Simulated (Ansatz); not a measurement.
# wB97M-V/def2-SVP run of GeSiH6O (SMILES [SiH3][O][GeH3])

Aim: the energy change on altering one bond length of GeSiH6O at wB97M-V/def2-SVP, from 2 runs. 

Program for the calculation: Ansatz 0.2.0.

75 further runs of the same task are left out: 75 set aside as unsound or not needed.

### Step 1. Starting point

The species is GeSiH6O (9 atoms), meant as a singlet with charge 0. SMILES: `[SiH3][O][GeH3]`. Geometry: relaxed at PBE0-D4/def2-TZVP.

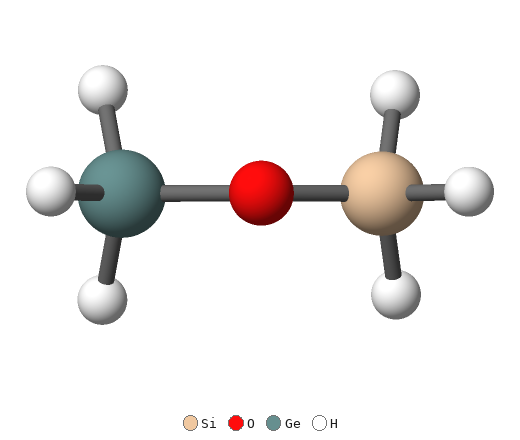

The structure, seen from a chosen angle (silicon light orange, oxygen red, germanium teal, hydrogen white).

### Step 2. The energy at wB97M-V/def2-SVP

File run.yaml:

```yaml
crystal:
  periodic: [false, false, false]
  atoms:
    - {symbol: Si, position_ang: [-0.686600, 1.033100, -0.921400]}
    - {symbol: O, position_ang: [0.592700, 0.201900, -0.339400]}
    - {symbol: Ge, position_ang: [0.809800, -1.049500, 0.901700]}
    - {symbol: H, position_ang: [-1.697500, 0.113200, -1.514500]}
    - {symbol: H, position_ang: [-0.195800, 1.964800, -1.966700]}
    - {symbol: H, position_ang: [-1.355600, 1.810800, 0.159300]}
    - {symbol: H, position_ang: [2.310800, -1.355600, 0.917000]}
    - {symbol: H, position_ang: [-0.018800, -2.280500, 0.498400]}
    - {symbol: H, position_ang: [0.329300, -0.484400, 2.248700]}
basis:
  gaussian:
    orbitals: def2-SVP
hamiltonian:
  xc: {name: wB97M-V}
accuracy: high
output: {orbitals: {seedname: orbitals}}
```

Launch:

```sh
$ ansatz run run.yaml --threads 1 --pin off --max-ram 3480MiB --events-out events.jsonl --progress --plain --runs-dir runs
```

Standard output:

```text
Warning: RAYON_NUM_THREADS=1 ignored (pool sized by the plan → 1); use --threads N
Functional definition: wB97M-V
  name "wB97M-V"
  parameter omega = 0.3/bohr
  parameter cx = 0.15
  parameter cx01 = 1.007
  parameter cx10 = 0.259
  parameter css00 = 0.443
  parameter css04 = -1.437
  parameter css10 = -4.535
  parameter css20 = -3.390
  parameter css43 = 4.278
  parameter cos00 = 1.000
  parameter cos10 = 1.358
  parameter cos20 = 2.924
  parameter cos21 = -8.812
  parameter cos60 = -1.390
  parameter cos61 = 9.142
  parameter b = 6.0
  parameter c = 0.01
  gx(w, u) = 1 - cx + cx01*u + cx10*w
  gss(w, u) = css00 + css04*u^4 + css10*w + css20*w^2 + css43*w^4*u^3
  gos(w, u) = cos00 + cos10*w + (cos20 + cos21*u)*w^2 + (cos60 + cos61*u)*w^6
  exchange = spin_sum(e_x_unif_sr(omega)*gx(b97_w, b97_u_x)) + cx*exact_x_sr(omega) + exact_x_lr(omega)
  correlation = spin_sum(e_c_pw_mod_same_spin*gss(b97_w, b97_u_same))
      + integral(e_c_pw_mod_opposite_spin*gos(b97_w_opposite, b97_u_opposite)) + vv10(b, c)
2026 factors; integrals over basis functions are off by at most 1.0e-8 eV
390 factors; integrals over basis functions are off by at most 2.0e-9 eV
mean field evaluation 1: about -66522.0755 eV, gradient 4.5e1 eV
mean field evaluation 2: about -66519.9971 eV, gradient 5.7e1 eV
mean field evaluation 4: about -66525.4678 eV, gradient 1.6e0 eV
mean field evaluation 8: about -66525.5527 eV, gradient 6.8e-2 eV
mean field evaluation 16: about -66525.5528 eV, gradient 4.6e-6 eV
mean field -66525.55275450 eV, -2444.7689710885 hartree, gradient 2.8e-8 eV, S^2 0.000000; 0 other end points of the search recorded, 0 dependent functions left out
reference -66525.55275939 eV, -2444.7689712685 hartree; 30, 30 occupied and 64, 64 virtual orbitals, 2026 factors
Total energy: -66525.55275939 eV, -2444.7689712685 hartree
```

It took 32 s on 1 thread of Intel Xeon 6975P-C (Granite Rapids), shared host; peak memory 0.66 GiB.

### Step 3. The distorted shape at the same level

File job.yaml:

```yaml
crystal:
  periodic: [false, false, false]
  atoms:
    - symbol: Si
      position_ang: [-0.878505, 1.157787, -1.008705]
    - symbol: O
      position_ang: [0.592700, 0.201900, -0.339400]
    - symbol: Ge
      position_ang: [0.809800, -1.049500, 0.901700]
    - symbol: H
      position_ang: [-1.889405, 0.237887, -1.601805]
    - symbol: H
      position_ang: [-0.387705, 2.089487, -2.054005]
    - symbol: H
      position_ang: [-1.547505, 1.935487, 0.071995]
    - symbol: H
      position_ang: [2.310800, -1.355600, 0.917000]
    - symbol: H
      position_ang: [-0.018800, -2.280500, 0.498400]
    - symbol: H
      position_ang: [0.329300, -0.484400, 2.248700]
basis:
  gaussian: {orbitals: def2-SVP}
hamiltonian: {xc: {name: wB97M-V}}
accuracy: high
output: {orbitals: {seedname: orbitals}}
```

Launch:

```sh
$ ansatz run job.yaml --threads 1 --pin off --max-ram 3480MiB --events-out events.jsonl --progress --plain --runs-dir runs
```

Standard output (excerpt; [...] marks lines left out):

```text
Warning: RAYON_NUM_THREADS=1 ignored (pool sized by the plan → 1); use --threads N
Functional definition: wB97M-V
  name "wB97M-V"
[...]
  gx(w, u) = 1 - cx + cx01*u + cx10*w
  gss(w, u) = css00 + css04*u^4 + css10*w + css20*w^2 + css43*w^4*u^3
  gos(w, u) = cos00 + cos10*w + (cos20 + cos21*u)*w^2 + (cos60 + cos61*u)*w^6
[...]
      + integral(e_c_pw_mod_opposite_spin*gos(b97_w_opposite, b97_u_opposite)) + vv10(b, c)
2005 factors; integrals over basis functions are off by at most 9.8e-9 eV
396 factors; integrals over basis functions are off by at most 2.0e-9 eV
[...]
mean field -66525.01180855 eV, -2444.7490916917 hartree, gradient 3.0e-8 eV, S^2 0.000000; 0 other end points of the search recorded, 0 dependent functions left out
reference -66525.01181353 eV, -2444.7490918748 hartree; 30, 30 occupied and 64, 64 virtual orbitals, 2005 factors
Total energy: -66525.01181353 eV, -2444.7490918748 hartree
```

Run time: 31 s. Hardware: 1 thread of Intel Xeon 6975P-C (Granite Rapids), shared host; peak memory 0.65 GiB.

### Step 4. Results

Level: wB97M-V/def2-SVP.

| quantity | value |
| --- | --- |
| first shape: total energy | -2444.76897 Eh |
| first shape: HOMO energy | -10.63 eV |
| first shape: LUMO energy | 2.00 eV |
| first shape: HOMO–LUMO gap | 12.63 eV |
| distorted shape: total energy | -2444.74909 Eh |
| distorted shape: HOMO energy | -10.29 eV |
| distorted shape: LUMO energy | 1.68 eV |
| distorted shape: HOMO–LUMO gap | 11.97 eV |
| energy change with the Si1–O2 bond stretched from 1.633 to 1.878 Å | 0.541 eV |

In words: With the Si1–O2 bond stretched from 1.633 to 1.878 Å the energy rises by 0.54 eV (52.2 kJ/mol). The first shape isn't relaxed at this level, so the change isn't measured from a minimum.
